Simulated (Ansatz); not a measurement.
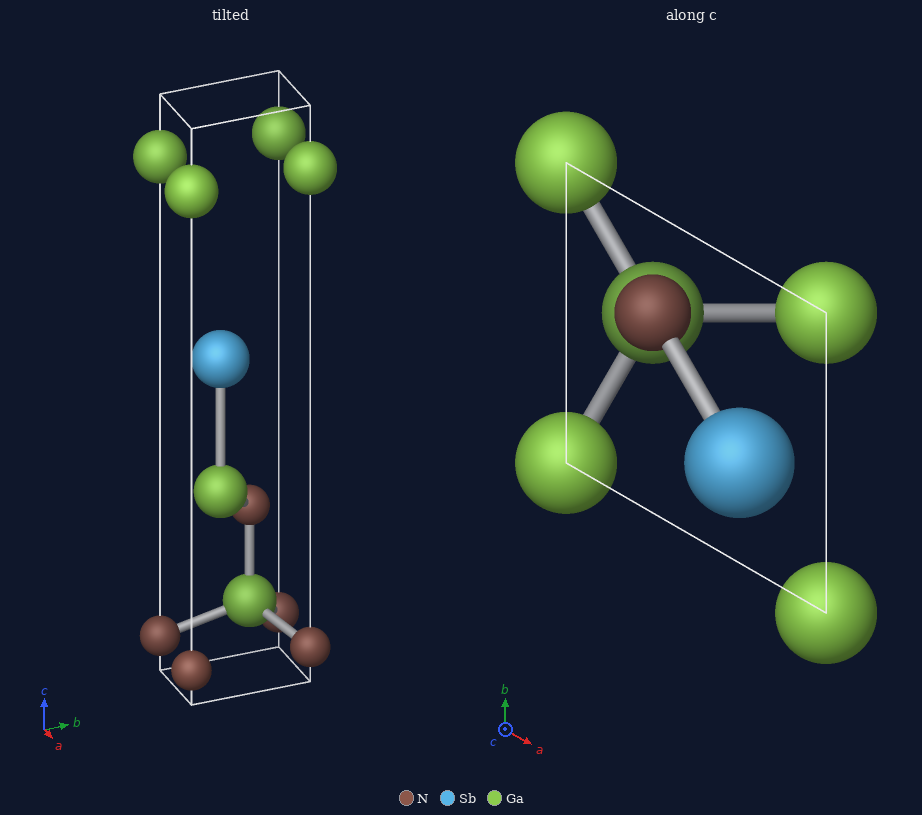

The figure gives a ball-and-stick picture of the atoms, viewed slightly off an axis and along the c axis. The conventional unit cell is outlined; an atom on or near a face, edge or corner is repeated at each equivalent position.

Ga₃SbN₂, space group P3m1 (No. 156), a = 3.160 Å, b = 3.160 Å, c = 11.794 Å, α = 90.00°, β = 90.00°, γ = 120.00°. The structure comes from a structure type filled with these elements by a generator (whether the compound takes this form wasn't checked). Earlier steps of the study, as a rule a relaxation of our own, may have changed the cell and positions, so they can lie some per cent off the listed ones. It was run through Ansatz as a DFT input.

This one geometry was computed with Ansatz (DFT, plane waves, PAW) at three levels of theory: PBE, r2SCAN and PBE with spin-orbit coupling. It was relaxed beforehand with r2SCAN.

> Which level gives the highest pressure at this volume, and what does that say about its equilibrium volume?

Highest: PBE (3.5 GPa) and PBE with spin-orbit coupling (3.5 GPa), which points to the largest equilibrium volume. Lowest, with the smallest volume: r2SCAN (0.0 GPa). Levels within 0.5 GPa of each other can't be told apart.

> How does the band gap change with the level of theory?

All levels give a metal, though semilocal functionals underestimate gaps and can close a small one.

> Collect the results in a table.

| level | cutoff (eV) | k-mesh of the run's cell | gap (eV) | pressure (GPa) |
| --- | --- | --- | --- | --- |
| PBE | 420 | 12×12×2 | metal | 3.5 |
| r2SCAN | 500 | 12×12×2 | metal | 0.0 |
| PBE with spin-orbit coupling | 420 | 12×12×2 | metal | 3.5 |

Gaps are taken on the k-mesh or band path of each run.
